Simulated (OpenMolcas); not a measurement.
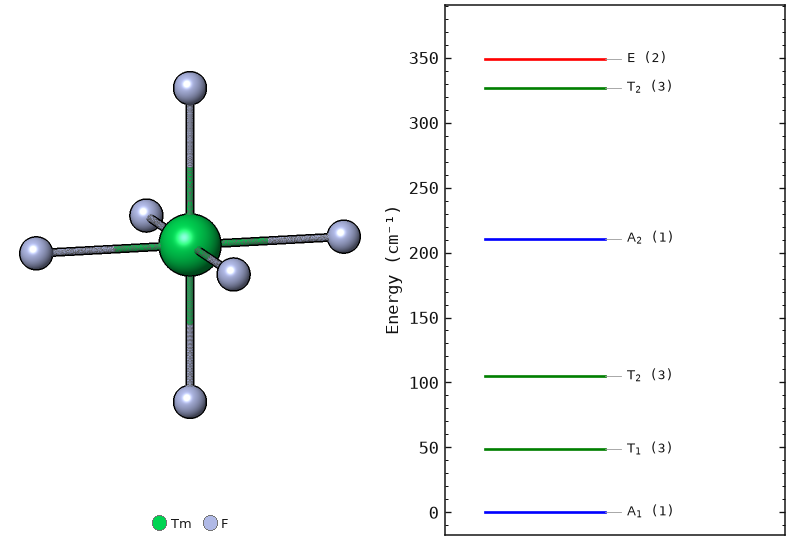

Tm³⁺ (4f¹²) as a dopant in Cs₂NaYF₆, a cluster with its 6 nearest F⁻ at 2.330 Å (octahedron) embedded in model potentials and point charges; the geometry was set, not optimised, and its levels. Labels give the representation in O, Td, D4 or D3 as the site allows (double group for half-integer spin) where it could be assigned and, in brackets, the degeneracy; spin-free states, where drawn, share the zero of the spin-orbit levels. Computed with OpenMolcas: state-averaged CASSCF, active space 12 electrons in the shell 4f, basis ANO-RCC-VDZP on all atoms, DKH2 scalar Hamiltonian, spin-orbit coupling by RASSI with atomic mean-field integrals.

Describe the ground state and the low levels.

Answer. The ground level is A₁, non-degenerate, 99 % from states of spin multiplicity 3, effective J = 6.01, with |mJ| = 4 the largest share (87 %). The next level lies at 48 cm⁻¹ (T₁). The lowest J multiplet spreads over 349 cm⁻¹. The active orbitals hold 100 % metal character (Löwdin), and the Mulliken charge of the metal is +2.47.

Note: the geometry is set by hand, with no relaxation and no charge compensation.
